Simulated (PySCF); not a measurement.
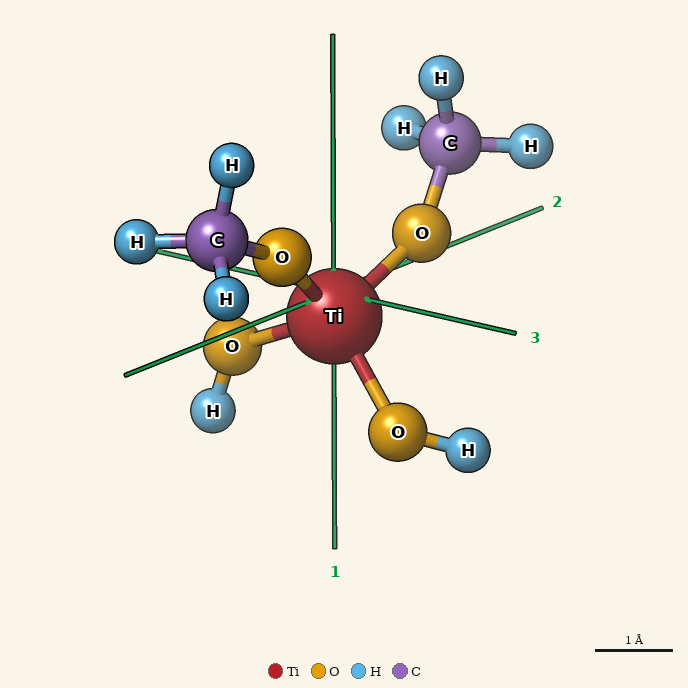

The three principal axes of inertia are drawn and numbered. Atoms fade into the background with distance from the viewer. The species is neutral and a spin singlet. Computed geometry: PBE0-D3(BJ)/def2-SVP optimisation. No frequency run is at hand to confirm it as a minimum. Masses are those of the most abundant isotopes; constants are for the rigid equilibrium geometry.

### Which line is the a axis (least moment of inertia), which b and which c?

a is line 2, b is line 1, c is line 3; the moments are 231, 353, 429 u Å².

### What kind of rotor is it, and what are its rotational constants in GHz?

An asymmetric top (C1): A = 2.18, B = 1.43, C = 1.18 GHz. Ray's parameter κ is −0.50, nearer the prolate limit.
